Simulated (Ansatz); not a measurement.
## Fields on a plane of Be (hcp, Mg type)

```
Be
1.0
    2.26315     0.00000     0.00000
   -1.13157     1.95994     0.00000
    0.00000     0.00000     3.56313
Be
2
Cartesian
  0.00000   1.30663   2.67235
  1.13157   0.65331   0.89078
```

The slice is a (0001) plane (indices of the conventional cell) through the point (0.333, 0.667, 0.750) (fractional), spanned by u = [110] and v = [1 -1 0] in vectors of this cell: u (2.26 Å) and v (3.92 Å, at 90° to u). It covers one period; positions are fractions (u, v).

Atoms on it: Be at (0.00, 0.00); Be at (0.50, 0.50).

Calculation: r2SCAN (plane waves to 500 eV, PAW, scalar-relativistic; Ansatz, an electronic-structure program). k mesh 23×23×13. Inside the PAW spheres the values are not all-electron values, and peaks at nuclei hang on which shells count as valence. Be was relaxed with its symmetry unable to fall. The PAW data are Ansatz's earlier set.

```
|xxxx  --**%%%%%%**--  xx|
|xx  ..++%%@@@@@@%%++..  |
|..::==##@@@@@@@@@@##==::|
|====**%%@@@@@@@@@@%%**==|
|++++**##%%@@@@@@%%##**++|
|++******##########******|
|++++++++==--::--==++++++|
|**++==::..  xx  ..::==++|
|****==..  xxxxxx  ..==**|
|####++..xxxxxxxxxx..++##|
|%%%%**--  xxxxxx  --**%%|
|@@@@%%++..  xx  ..++%%@@|
|@@@@@@##==::..::==##@@@@|
|@@@@@@%%**======**%%@@@@|
|@@@@%%##**++++++**##%%@@|
|######******++******####|
|::--==++++++++++++++==--|
|xx  ..::==++**++==::..  |
|xxxx  ..==******==..  xx|
|xxxxxx..++######++..xxxx|
```
Scale: ten equal steps from 0.02 (start of ' ') to 0.77 (end of '@'), in the order ' .:-=+*#%@'. Values: electron localisation function (ELF). The map has 12 points along u (two characters each, u = 0 at the left) and 20 along v (v = 0 in the bottom row). Points within 0.4 Å of a nucleus are blanked (x), as the pseudised field means little there.

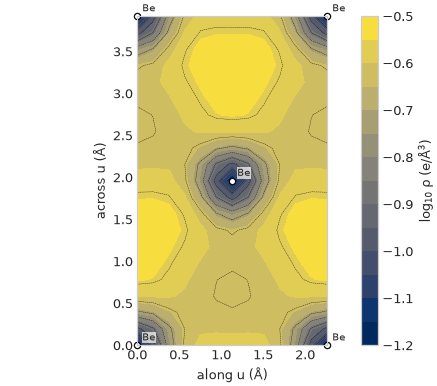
Log₁₀ of the valence density in e/Å³, one period of the plane, atoms marked. The scale is logarithmic, as a density can span decades between atoms and voids.

The density on the Be–Be line (2.26 Å) at its midpoint is 0.26 e/Å³ and the ELF at that point comes out as 0.62. ELF maximum in the middle third of the Be–Be line: 0.62, 1.1 Å from Be.
